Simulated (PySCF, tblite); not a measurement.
Bond stretch in HF₃Si, SMILES F[SiH](F)F. The Si2–H5 bond (Si2 also carries F, F, F; H5 carries nothing else) is stretched with both fragments frozen at the PBE0/def2-TZVP optimised geometry.

```
5

F      1.2743    -0.7358    -0.5562
Si     0.0000     0.0000     0.0000
F     -1.2746    -0.7360    -0.5550
F      0.0000     1.4721    -0.5541
H      0.0000     0.0000     1.4613
```

Computed with: UKS-M06-2X/6-31G* = unrestricted M06-2X/6-31G*, spherical d run with PySCF; UKS-PBE0 = unrestricted PBE0/cc-pVDZ in PySCF; GFN2-xTB, 300 K electronic temperature (tblite).

Energies are in kcal/mol, each relative to the lowest point of its own curve near equilibrium.

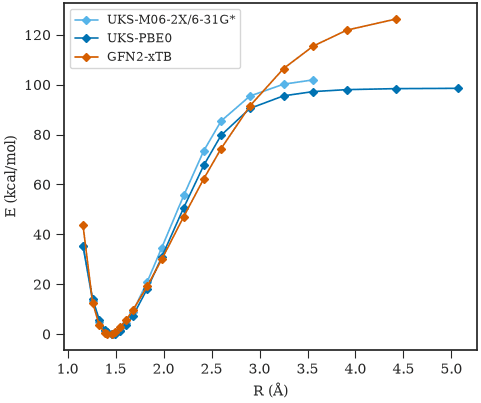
Figure: Energy against bond length for each method.

```csv
R / Å,UKS-M06-2X/6-31G*,UKS-PBE0,GFN2-xTB
1.16,35.3,35.5,43.6
1.26,13.3,14.1,12.6
1.33,5.0,5.7,3.5
1.39,1.3,1.8,0.4
1.41,0.6,1.0,0.0
1.46,0.0,0.0,0.1
1.49,0.2,0.0,0.7
1.55,1.8,1.1,2.8
1.61,4.6,3.5,5.6
1.68,9.0,7.3,9.6
1.83,21.0,18.2,19.2
1.98,34.6,30.8,29.9
2.21,55.6,50.7,47.1
2.42,73.6,67.8,62.4
2.60,85.4,79.7,74.4
2.90,95.4,90.5,91.5
3.25,100.2,95.5,106.4
3.56,101.9,97.2,115.5
3.91,—,98.0,121.9
4.42,—,98.4,126.3
5.07,—,98.5,—
```

A dash means that the run gave no value there, or that the column was ended at a point which the program doubted or which failed a test of continuity chosen for this set; such a test can also cut sound points.

The unrestricted determinant behind UKS-M06-2X/6-31G* is spin-contaminated at 2.60 to 3.56, 4.42 to 5.07 Å (<S²> up to 1.0, against 0.00 for a pure singlet). The unrestricted determinant behind UKS-PBE0 is spin-contaminated at 2.60 to 5.07 Å (<S²> up to 1.0, against 0.00 for a pure singlet).
